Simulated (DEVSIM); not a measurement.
Device: Si p+/n-/n+ power diode, at 350 K.

| layer (left to right) | material | thickness (μm) | Nd (cm⁻³) | Na (cm⁻³) | τn (s) | τp (s) |
|---|---|---|---|---|---|---|
| 1 | Si | 1.10 | - | 3.9e18 | 1.8e-6 | 1.8e-6 |
| 2 | Si | 16.0 | 2.4e15 | - | 1.8e-6 | 1.8e-6 |
| 3 | Si | 1.40 | 1.9e18 | - | 1.8e-6 | 1.8e-6 |

Left contact: ohmic. Right contact: ohmic. Voltage is applied to the left contact. Recombination: SRH at mid-gap, radiative, Auger. Mobility is μmin + (μ − μmin)/(1 + (N/Nref)^α).

This is a model device: material constants are rounded textbook-type values typed into the input, and sizes, dopings and lifetimes were drawn at random. Values at 300 K; Nc and Nv go as T^1.5, mobilities as T to minus their exponent, the gap by Varshni's rule with the affinity fixed.

| parameter | Si |
|---|---|
| gap (eV) | 1.124 |
| affinity (eV) | 4.05 |
| permittivity | 11.7 |
| Nc (cm⁻³) | 2.86e19 |
| Nv (cm⁻³) | 3.1e19 |
| μn (cm²/Vs) | 1417 |
| μp (cm²/Vs) | 470 |
| μn,min | 52 |
| μp,min | 45 |
| Nref,n | 9.7e16 |
| Nref,p | 2.2e17 |
| αn | 0.68 |
| αp | 0.72 |
| T exponent of μn | 2.3 |
| T exponent of μp | 2.2 |
| B (cm³/s) | 4.7e-15 |
| Cn (cm⁶/s) | 2.8e-31 |
| Cp (cm⁶/s) | 9.9e-32 |
| Varshni α (eV/K) | 0.000473 |
| Varshni β (K) | 636 |

Model (solved in DEVSIM): 1D drift-diffusion, Boltzmann statistics, complete ionisation; no tunnelling, impact ionisation, image-force lowering or self-heating.

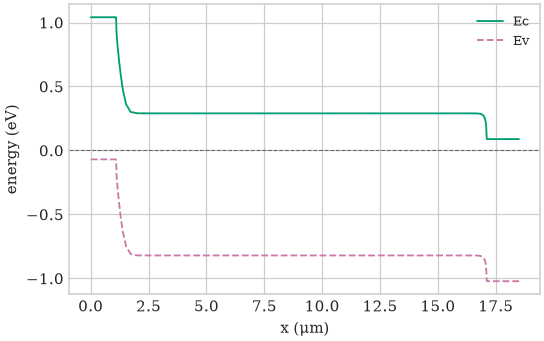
Figure: Band edges at zero bias

Energies count from the Fermi level of the right contact; mesh points crowd at the junctions.

| x (μm) | Ec (eV) | Ev (eV) | n (cm⁻³) | p (cm⁻³) | field (V/cm) |
|---|---|---|---|---|---|
| 0.000 | 1.041 | -0.069 | 37000 | 3.9e18 | ≈ 0 |
| 0.04693 | 1.041 | -0.069 | 37000 | 3.9e18 | ≈ 0 |
| 0.1814 | 1.041 | -0.069 | 37000 | 3.9e18 | ≈ 0 |
| 0.5500 | 1.041 | -0.069 | 37000 | 3.9e18 | ≈ 0 |
| 0.9839 | 1.041 | -0.069 | 37000 | 3.9e18 | ≈ 0 |
| 1.076 | 1.041 | -0.069 | 37000 | 3.9e18 | ≈ 0 |
| 1.111 | 0.940 | -0.171 | 1000000 | 1.4e17 | -42000 |
| 1.226 | 0.697 | -0.414 | 3.3e9 | 4.3e13 | -17000 |
| 1.527 | 0.361 | -0.749 | 2.3e14 | 6.3e8 | -5700 |
| 2.429 | 0.290 | -0.821 | 2.4e15 | 6.0e7 | ≈ 0 |
| 5.136 | 0.290 | -0.821 | 2.4e15 | 6.0e7 | ≈ 0 |
| 13.27 | 0.290 | -0.821 | 2.4e15 | 6.0e7 | ≈ 0 |
| 15.84 | 0.290 | -0.821 | 2.4e15 | 6.0e7 | ≈ 0 |
| 16.70 | 0.289 | -0.821 | 2.5e15 | 5.8e7 | -90 |
| 17.02 | 0.252 | -0.859 | 8.5e15 | 1.7e7 | -5400 |
| 17.09 | 0.164 | -0.947 | 1.6e17 | 910000 | -37000 |
| 17.13 | 0.089 | -1.022 | 1.9e18 | 75000 | -19 |
| 17.23 | 0.089 | -1.022 | 1.9e18 | 75000 | ≈ 0 |
| 17.70 | 0.089 | -1.022 | 1.9e18 | 75000 | ≈ 0 |
| 18.23 | 0.089 | -1.022 | 1.9e18 | 75000 | ≈ 0 |
| 18.42 | 0.089 | -1.022 | 1.9e18 | 75000 | ≈ 0 |
| 18.50 | 0.089 | -1.022 | 1.9e18 | 75000 | ≈ 0 |
